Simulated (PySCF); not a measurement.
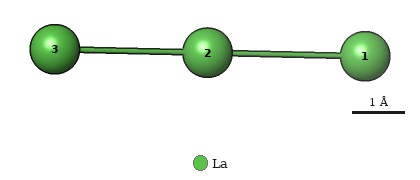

**Figure 1.** The structure as given in the input (ball-and-stick view, seen at a tilt; atoms are numbered from 1 in the order of the input). Sticks mark near contacts. Bond lengths as drawn: La–La 3.12 to 3.22 Å.

## Run report: La3 (charge +1), single-point calculation

- system: La3, charge +1, multiplicity 3
- method: UKS r2SCAN, La def2-SVP with ECP46; non-relativistic Hamiltonian with a scalar-relativistic core potential; density fitting (PySCF 2.14.0)

It belongs to a series of runs on one base structure; here: finer grid at the relaxed geometry.

**Input**
```python
mol = gto.M(atom='''
La     0.00000     0.00000     3.18580
La    -0.00000    -0.00000    -0.03358
La     0.00000     0.00000    -3.15222''',
    basis={'La': 'def2-SVP'},
    ecp={'La': 'def2-SVP'},
    charge=1, spin=2)
mf = dft.UKS(mol, xc='R2SCAN')
mf.grids.atom_grid = (75, 302)  # f atoms: at least (60, 302), unpruned
mf = mf.density_fit()  # La def2-universal-JKFIT
mf.conv_tol = 1e-09; mf.max_cycle = 55
mf.kernel(dm0)
```

The script is an equivalent of the set-up of the self-consistent field. The run itself was carried out by a driver, which started from the orbitals of the step before it where there was one and computed the further properties.

Machine: 2 threads of Arm Neoverse V1, 24 GiB of memory available, shared host.

Launched with:
```bash
OMP_NUM_THREADS=2 python <driver script>
```

**What the program printed**
```
init E= -94.4216125033717
  HOMO = -0.238616071547  LUMO = -0.214878674789  gap/eV = 0.64593
cycle= 1 E= -94.4216125929874  delta_E= -8.96e-08  |g|= 0.000208  |ddm|= 0.00244
  HOMO = -0.238565917693  LUMO = -0.214838120328  gap/eV = 0.64567
cycle= 2 E= -94.4216113752918  delta_E= 1.22e-06  |g|= 0.00102  |ddm|= 0.00348
  HOMO = -0.238600993709  LUMO = -0.214857699614  gap/eV = 0.64609
cycle= 3 E= -94.4216126557067  delta_E= -1.28e-06  |g|= 9.83e-05  |ddm|= 0.00298
  HOMO = -0.238602934317  LUMO = -0.214857388646  gap/eV = 0.64615
cycle= 4 E= -94.4216126747109  delta_E= -1.9e-08  |g|= 8.62e-05  |ddm|= 0.000782
  HOMO = -0.238604223851  LUMO = -0.214862470337  gap/eV = 0.64605
cycle= 5 E= -94.4216126921431  delta_E= -1.74e-08  |g|= 5e-05  |ddm|= 0.000553
  HOMO = -0.238604264574  LUMO = -0.214862633252  gap/eV = 0.64604
cycle= 6 E= -94.4216126776445  delta_E= 1.45e-08  |g|= 4.55e-05  |ddm|= 0.000601
  HOMO = -0.238605399166  LUMO = -0.214863870806  gap/eV = 0.64604
cycle= 7 E= -94.4216126490168  delta_E= 2.86e-08  |g|= 3.36e-05  |ddm|= 0.00231
  HOMO = -0.238604563921  LUMO = -0.214862981305  gap/eV = 0.64604
cycle= 8 E= -94.4216126560369  delta_E= -7.02e-09  |g|= 3.26e-05  |ddm|= 0.000675
  HOMO = -0.238604446897  LUMO = -0.214862785587  gap/eV = 0.64604
cycle= 9 E= -94.4216126511006  delta_E= 4.94e-09  |g|= 3.2e-05  |ddm|= 0.000242
  HOMO = -0.238605092886  LUMO = -0.214862414479  gap/eV = 0.64607
cycle= 10 E= -94.421612627637  delta_E= 2.35e-08  |g|= 2.38e-05  |ddm|= 0.00146
  HOMO = -0.238605520521  LUMO = -0.214863517075  gap/eV = 0.64605
cycle= 11 E= -94.4216126146336  delta_E= 1.3e-08  |g|= 1.68e-05  |ddm|= 0.00186
  HOMO = -0.238605141611  LUMO = -0.214863713218  gap/eV = 0.64604
cycle= 12 E= -94.4216126141651  delta_E= 4.69e-10  |g|= 5.72e-06  |ddm|= 0.000464
  HOMO = -0.23860490582  LUMO = -0.214863966919  gap/eV = 0.64602
Extra cycle  E= -94.4216126142956  delta_E= -1.3e-10  |g|= 8.3e-06  |ddm|= 0.000129
converged SCF energy = -94.4216126142956  <S^2> = 3.4596726  2S+1 = 3.8521021
```

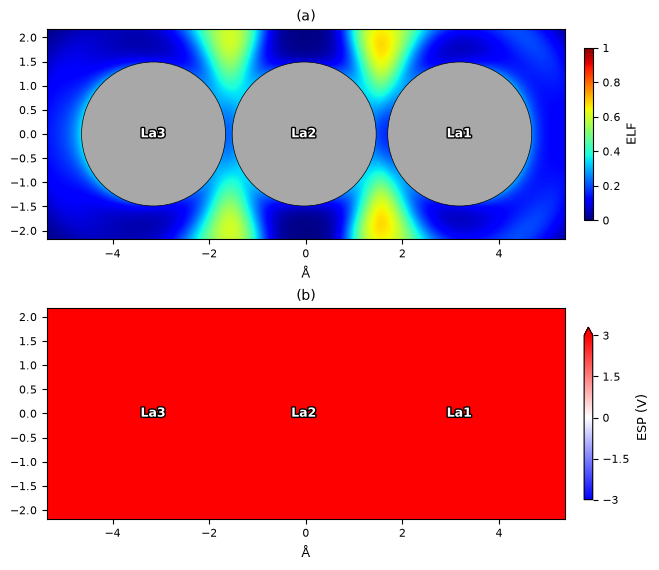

**Figure 2.** (a) electron localisation function; (b) molecular electrostatic potential on a plane that holds the molecular axis. Grey discs, where drawn, cover atomic cores. La–La (3.12 Å): the ELF is about 0.25 at the midpoint. La–La (3.22 Å): the ELF is about 0.20 at the midpoint. The potential has no marked negative region in this plane.

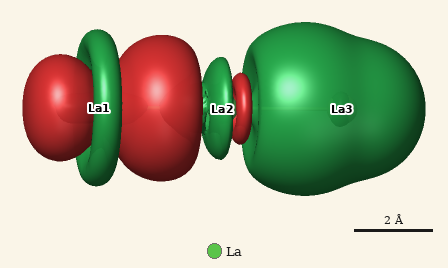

**Figure 3.** Isosurfaces of the spin density (α minus β) at +0.015 (green) and −0.015 e/Å³ (red), seen from the side. The unpaired spin (2 electrons) lies mostly on La3 (about 2.2) and La2 (about 0.4), in electrons by Hirshfeld's partition, with opposite, polarisation-induced spin on La1.

**Key numbers**

- outcome: converged
- total energy: −94.421613 hartree
- ⟨S²⟩: 3.460
- largest force (length of the vector): 0.004 eV/Å
- wall time: 49 s (CPU time 97 s)
- peak memory: 1.1 GiB

**Remarks**

⟨S²⟩ is 3.46 against 2.00 for a pure state: the solution is spin-contaminated.
